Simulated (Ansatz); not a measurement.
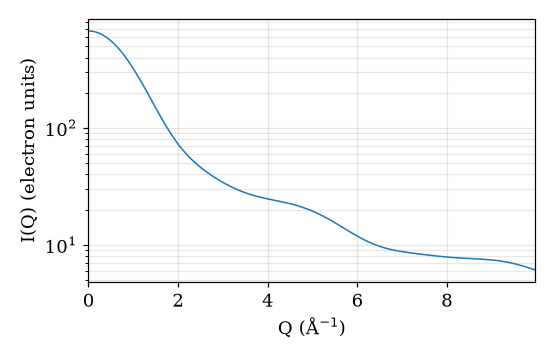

Elastic X-ray scattering of a randomly oriented, rigid molecule, calculated with the Debye equation from neutral-atom form factors (independent atoms, no Compton part, no vibration). The geometry is the end point of an optimisation (RKS B3LYP/STO-3G (Ansatz)); it may be a saddle point or a higher isomer. It contains C, O, H.

How many electrons does the independent-atom model of the molecule hold?

I(0) is the square of the electron number: I(0) = 676, so about 26 electrons, the count of C2H6O.

What radius of gyration does the initial fall-off give?

From I(Q) ≈ I(0) exp(−Q²R²/3) at small Q, R ≈ 1.52 Å. It is larger than the electron-weighted radius of the nuclear positions alone (1.32 Å), because each atom's electron cloud adds to it.
